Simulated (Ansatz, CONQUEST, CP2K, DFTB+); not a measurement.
# Liquid (Li,Na)Cl at 1200 K (62 atoms): atom by atom

Geometry: the built cell with every atom moved at random. Computed with Ansatz 0.2.0: Kohn-Sham DFT, PBE, PAW, plane waves; cutoff 420 eV, Γ point, fermi-dirac smearing of 0.05 eV; density 1.35 g/cm³.

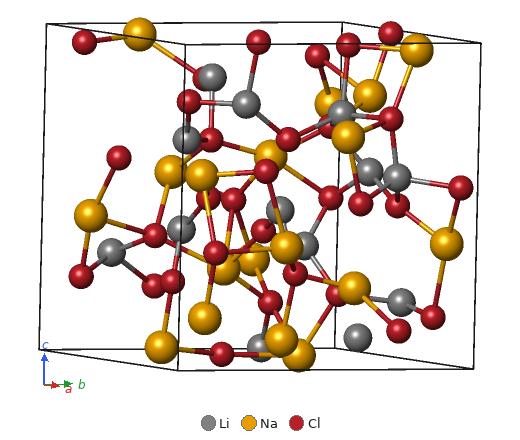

The structure (lithium grey, sodium orange, chlorine red). Bonds to atoms that aren't drawn are left out.

Cell vectors (Å):

```
12.548 0.000 0.000
0.000 12.548 0.000
0.000 0.000 12.548
```

Positions in Å, forces in eV/Å, q the Löwdin charge in e:

```csv
atom,x,y,z,q,fx,fy,fz
Li1,7.026,12.027,2.208,0.73,0.274,-0.318,-0.053
Li2,2.942,12.139,0.587,0.72,-0.295,0.217,0.243
Li3,5.446,8.604,4.299,0.70,0.262,0.100,-0.042
Li4,6.186,3.014,5.004,0.73,0.162,0.252,0.191
Li5,6.082,3.211,8.445,0.72,0.506,-0.298,-0.120
Li6,8.727,8.520,9.582,0.71,-0.051,-0.372,0.245
Li7,10.763,9.975,7.262,0.69,0.193,0.163,-0.351
Li8,8.393,6.146,5.867,0.73,0.015,-0.263,0.049
Li9,9.336,4.163,10.022,0.72,-0.282,0.222,0.110
Li10,3.913,5.251,10.696,0.73,0.053,-0.016,-0.030
Li11,1.273,2.382,3.811,0.71,0.063,-0.007,-0.384
Li12,6.631,10.723,7.212,0.70,0.249,0.302,-0.226
Li13,2.044,8.467,0.158,0.73,-0.265,0.076,0.221
Na14,5.156,11.373,10.047,0.74,0.063,0.060,-0.430
Na15,5.687,8.359,0.104,0.75,0.301,0.081,0.297
Na16,6.177,2.292,0.479,0.76,-0.058,0.223,-0.239
Na17,10.646,12.186,4.691,0.74,0.046,-0.192,-0.093
Na18,12.249,7.146,8.931,0.75,-0.221,-0.156,-0.339
Na19,0.289,3.830,12.129,0.75,0.037,0.267,0.186
Na20,2.167,4.427,6.961,0.73,-0.047,0.039,-0.075
Na21,9.743,8.730,2.948,0.74,-0.029,0.793,-0.256
Na22,10.291,2.157,1.861,0.75,0.094,0.329,0.107
Na23,4.176,5.796,3.358,0.74,-0.180,-0.436,0.204
Na24,10.156,1.968,7.336,0.75,0.331,-0.222,-0.115
Na25,3.962,0.204,5.407,0.76,0.053,-0.120,0.015
Na26,11.543,4.975,4.647,0.73,-0.131,-0.039,0.188
Na27,1.067,11.674,9.467,0.78,-0.355,0.135,0.053
Na28,10.619,10.737,12.146,0.76,-0.034,-0.139,0.245
Na29,1.386,8.341,3.522,0.77,-0.140,-0.071,0.305
Na30,8.567,6.243,0.893,0.75,0.096,-0.115,-0.015
Na31,4.628,7.466,7.692,0.73,0.079,0.233,-0.523
Cl32,0.738,1.281,11.871,-0.73,0.166,-0.482,-0.198
Cl33,9.414,6.370,3.494,-0.68,0.091,-0.645,0.307
Cl34,2.801,0.399,2.996,-0.70,-0.233,-0.355,-0.350
Cl35,4.820,9.969,6.104,-0.68,-0.359,0.064,-0.506
Cl36,5.268,5.278,0.133,-0.69,0.060,0.059,-0.252
Cl37,6.845,9.421,2.523,-0.67,-0.013,0.412,0.158
Cl38,10.908,9.575,9.534,-0.68,0.033,0.111,0.269
Cl39,8.792,10.936,6.053,-0.68,-0.010,-0.229,0.250
Cl40,9.477,12.226,1.796,-0.69,-0.290,-0.207,0.026
Cl41,1.705,5.981,10.508,-0.69,-0.011,0.123,0.291
Cl42,8.187,3.187,6.344,-0.68,-0.832,0.487,-0.148
Cl43,11.674,8.013,6.327,-0.70,-0.061,-0.022,-0.200
Cl44,11.415,2.031,4.442,-0.67,0.272,0.353,-0.276
Cl45,5.707,0.516,7.746,-0.68,-0.406,-0.083,-0.018
Cl46,5.159,12.193,12.430,-0.69,0.535,0.520,0.673
Cl47,8.717,8.730,12.238,-0.69,-0.310,-0.351,-0.273
Cl48,12.348,11.926,6.961,-0.70,-0.043,-0.049,0.302
Cl49,12.006,3.811,7.617,-0.71,0.342,0.337,0.046
Cl50,3.395,3.208,4.592,-0.67,0.255,0.185,0.607
Cl51,6.918,2.340,3.049,-0.69,0.049,-0.551,-0.692
Cl52,2.605,10.301,11.424,-0.68,-0.073,-0.102,-0.283
Cl53,3.666,8.046,2.010,-0.67,-0.522,0.150,-0.204
Cl54,4.547,4.953,8.336,-0.67,0.052,-0.519,0.595
Cl55,2.728,6.831,5.896,-0.70,-0.269,0.146,-0.473
Cl56,6.289,6.442,4.941,-0.68,-0.253,0.110,0.132
Cl57,8.971,6.149,8.635,-0.67,0.071,0.275,0.153
Cl58,0.410,4.635,2.453,-0.71,0.347,-0.194,-0.048
Cl59,12.248,9.486,1.458,-0.70,0.346,-0.369,0.210
Cl60,7.629,2.544,10.020,-0.70,0.103,0.159,0.318
Cl61,10.127,4.246,12.466,-0.68,-0.135,-0.120,-0.356
Cl62,6.349,9.149,8.965,-0.67,0.307,0.059,0.571
```

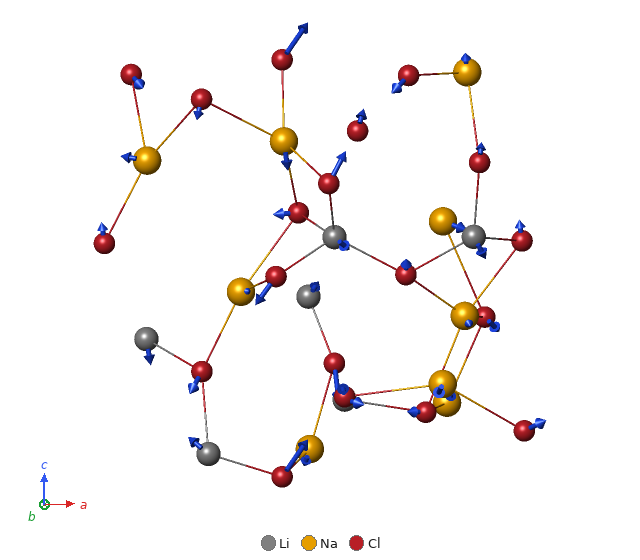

The forces as arrows, the longest 1.00 eV/Å. Drawn is a slice 7 Å thick, seen along the normal of the ac plane. Bonds to atoms that aren't drawn are left out.

The network of bonds at the start is that of the classical potential that made the cell, and needn't be the one that DFT or experiment would give. Only the Γ point is sampled, in a cell whose shortest periodic width is 13 Å. The Löwdin charges lack the electrons that the projection spills, 0.024 e an atom on average.

The r.m.s. force component is 0.276 eV/Å; the longest force, 1.00 eV/Å, acts on Cl46.

[Logs are printed without paths, hosts, clocks, repeated set-up lines and the standing remarks that a program may print on its own settings, such as how far it seeks lower states.]

[Hosts, paths, dates, database ids (printed as entryN), source tags and the programs' standing remarks are cut or masked in the printed files.]
